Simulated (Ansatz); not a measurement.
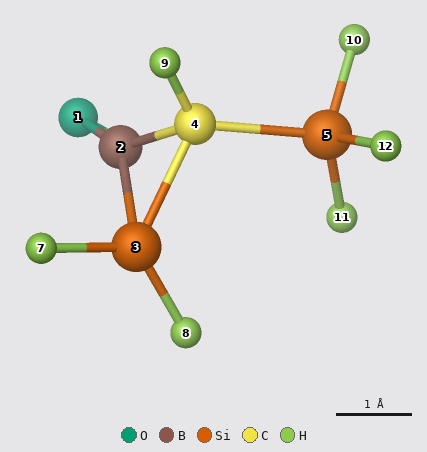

This is the input geometry for a relaxation of CH7BOSi2 (coarse preliminary run). A ball-and-stick model, seen from a free direction.

The start comes from a force field.

Computed with RKS PBE-D4/def2-SVP in Ansatz 0.2.0.

Input file:
```yaml
crystal:
  periodic: [false, false, false]
  atoms:
    - {symbol: O, position_ang: [-1.962300, 1.399100, 0.878200]}
    - {symbol: B, position_ang: [-0.996000, 0.404500, 0.735000]}
    - {symbol: Si, position_ang: [-0.466300, -1.549200, 0.539900]}
    - {symbol: C, position_ang: [0.585900, -0.033300, 0.616600]}
    - {symbol: Si, position_ang: [1.277500, 0.416700, -1.036600]}
    - {symbol: H, position_ang: [-2.231100, 1.708000, -0.067800]}
    - {symbol: H, position_ang: [-0.779300, -2.201100, 1.821300]}
    - {symbol: H, position_ang: [-0.920100, -1.990300, -0.748600]}
    - {symbol: H, position_ang: [1.113500, 0.132400, 1.583000]}
    - {symbol: H, position_ang: [1.641100, 1.849600, -0.971600]}
    - {symbol: H, position_ang: [0.311700, 0.185300, -2.092500]}
    - {symbol: H, position_ang: [2.502300, -0.376900, -1.223000]}
basis:
  gaussian: {orbitals: def2-SVP}
hamiltonian: {xc: pbe, dispersion: d4}
relax: {f_tol: 0.03, max_steps: 200}
```

**Where does the relaxation end?**

After 13 accepted moves (15 points after the start) the energy has fallen by 157.2 kJ/mol. The largest force component goes from 2.2 to 0.0071 eV/Å. The line search rejected the trial steps at points 9, 14 of the run. The forces were under the threshold at step 10, but the run went on from there. H6 moves most after the best rigid fit: 0.95 Å. Largest moves by element: H 0.95 Å, O 0.34 Å, Si 0.34 Å, B 0.22 Å, C 0.21 Å. Among the contacts that change: Si3–C4 1.847 → 1.954 Å, B2–C4 1.646 → 1.541 Å, Si3–H8 1.436 → 1.502 Å, B2–Si3 2.034 → 1.969 Å. Bond angles that change, for instance: B2–Si3–H8 107.4° → 127.1°, B2–Si3–H7 106.7° → 120.7°, Si5–C4–H9 124.3° → 110.7°. Groups turn about O1–B2 by about 85°.

Final geometry:

```xyz
12

O    -1.7654    1.6498    0.7666
B    -1.0462    0.5264    0.5599
Si   -0.7650   -1.4194    0.4593
C     0.4387    0.1141    0.5885
Si    1.3841    0.3899   -1.0149
H    -2.7257    1.4855    0.7171
H    -0.8674   -2.2752    1.6905
H    -0.5785   -2.2461   -0.7810
H     1.0828    0.3271    1.4657
H     1.8840    1.8074   -1.1238
H     0.4711    0.1255   -2.1842
H     2.5644   -0.5403   -1.1099
```

After the run, drawn alike:

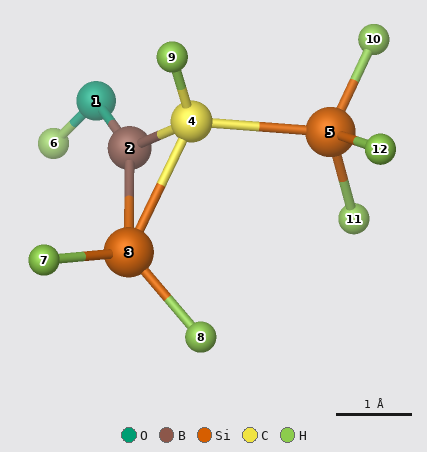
